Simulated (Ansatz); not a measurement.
Consider Ge in the diamond structure (space group Fd-3m, No. 227; a = 5.6744 Å).

It is then changed as follows: full substitution Ge → Si; the structure is relaxed again.

Computed with Ansatz (a quantum-chemistry and plane-wave program) r2SCAN, no spin-orbit coupling.

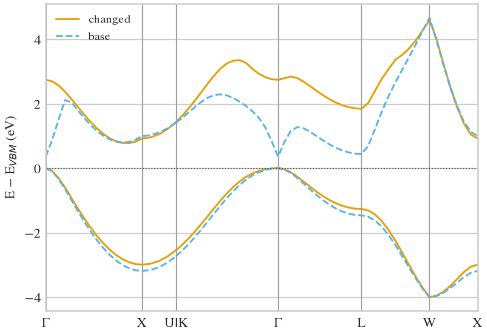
Highest valence and lowest conduction band along the path, each from its own valence-band maximum

The gap is 0.78 eV, indirect, Γ → Γ–X (87 % along); the base has 0.36 eV.

Stability against distortions was not tested. The real Ge has an indirect gap at ambient pressure; r2SCAN orders its close-lying valleys differently.
